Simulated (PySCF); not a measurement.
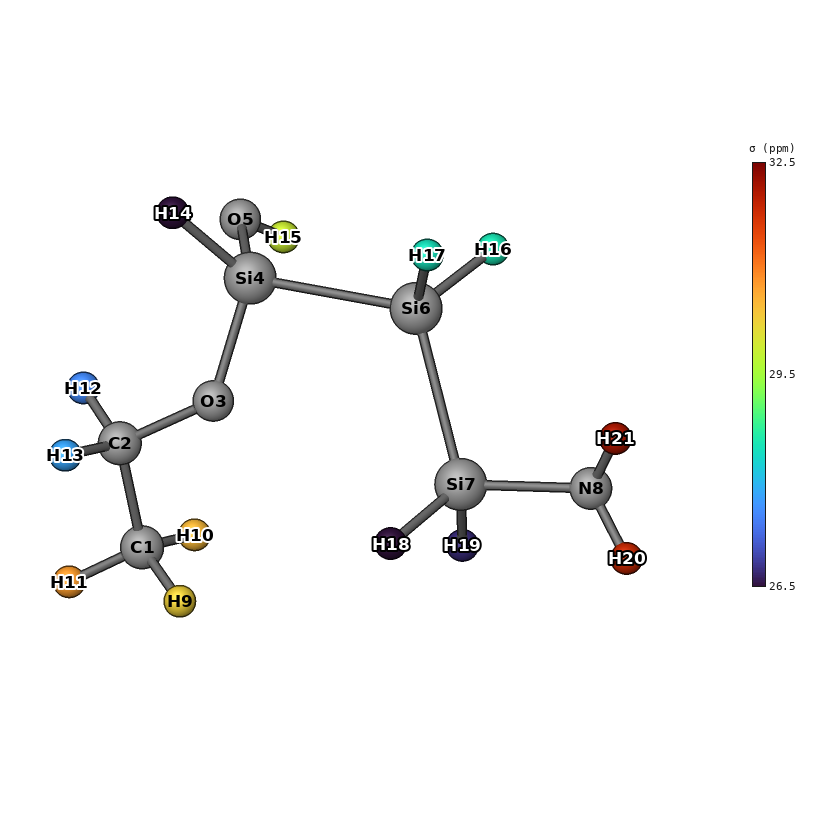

Atoms are coloured by their isotropic NMR shieldings (H only, the others grey). The computed structure is the end point of a GFN2-xTB optimisation. No frequency run is at hand to confirm it as a minimum. Properties computed with GIAO PBE0/pcSseg-1 NMR shielding, non-relativistic, gas phase (PySCF 2.14.0).

Q: Which H atom is the most shielded (lowest chemical shift)?

A: H21 (32.09 ppm).

Q: Which H atom is the least shielded (highest chemical shift)?

A: H18 (26.51 ppm).

Q: How wide is the range of H shifts?

A: 5.58 ppm.

List the isotropic NMR shieldings of the H atoms.

```tsv
atom	σ (ppm)
H9	30.26
H10	30.51
H11	30.75
H12	27.58
H13	27.81
H14	26.52
H15	29.87
H16	28.53
H17	28.45
H18	26.51
H19	26.73
H20	31.83
H21	32.09
```

The geometry is semi-empirical. Around Si such bond lengths and angles can be off by a tenth of an ångström or more and by several degrees, and values that hang on the shape move with them.
